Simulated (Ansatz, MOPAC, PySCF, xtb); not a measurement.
AsH3 (SMILES [AsH3]) and H4OSi (SMILES O[SiH3]) are pulled apart as rigid monomers along the line of their centres of mass, from the B3LYP-D3(BJ)/def2-TZVP minimum. Starting geometry (charge 0, multiplicity 1):
```xyz
10

As    -0.09349     0.05961     0.40918
H     -0.22659     0.08116    -1.11311
H     -0.25724    -1.45188     0.46914
H      1.42487    -0.04104     0.33434
O      0.81136    -0.82512     3.41746
Si    -0.19719     0.16689     4.27962
H      1.75478    -0.77662     3.58886
H     -0.06099    -0.07536     5.73777
H     -1.56359    -0.16712     3.83714
H      0.09052     1.59791     4.01991
```

Interaction energies with rigid monomers; basis-set methods are counterpoise corrected unless marked otherwise.

Cores are frozen in the correlated methods. Filled d and f shells under p-block atoms count as core. Rows in 6-31G* carry no dispersion term and start afresh at each structure (6-31G* with six Cartesian d functions); the Pople sets are all-electron and without relativity. The state reached by PM3 isn't checked.

Codes used: Ansatz (a first-principles code); MOPAC for PM3 (differences of heats of formation); PySCF for 6-31G* rows; xtb for the GFN methods. 

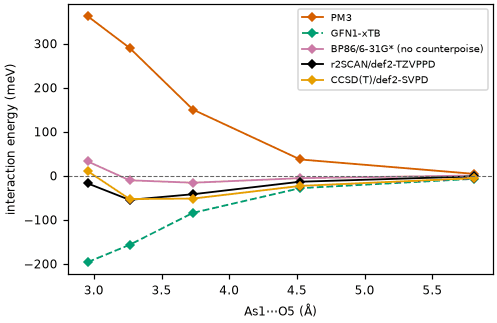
Figure: Interaction energy against separation

Problem. Which level binds most strongly at As1···O5 = 3.26, and by how much?

Solution. GFN1-xTB, -157 meV.
